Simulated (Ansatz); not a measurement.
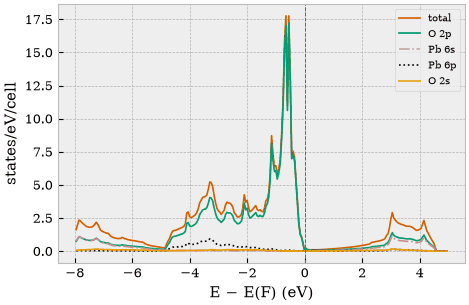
*Total and projected density of states of PbO₂ (rutile, space group No. 136), plane-wave PAW LDA (Ansatz code)*

Problem. Which orbitals carry the states next to the Fermi level?

Solution. Within 0.5 eV of the Fermi level: O 2p 96 %. Projections are on Löwdin-orthogonalised atomic valence shells; empty p or d shells of many metals are not among them.

Problem. Where is the tallest occupied peak in this window, and what makes it?

Solution. Near -0.6 eV, about 18 states/eV per cell; the largest projected share is O 2p.

Space group P4_2/mnm (rutile). The cell keeps a stress of up to 0.2 GPa. The cell was relaxed with LDA under the symmetry of its start; of distortions, only those at the zone centre were tested, and some modes there are weakly imaginary. A small band overlap can be real or an error of a semilocal functional. Scalar-relativistic: spin–orbit coupling is off unless named, which matters more the heavier the elements.

Potentials: the later of the program's two PAW sets.
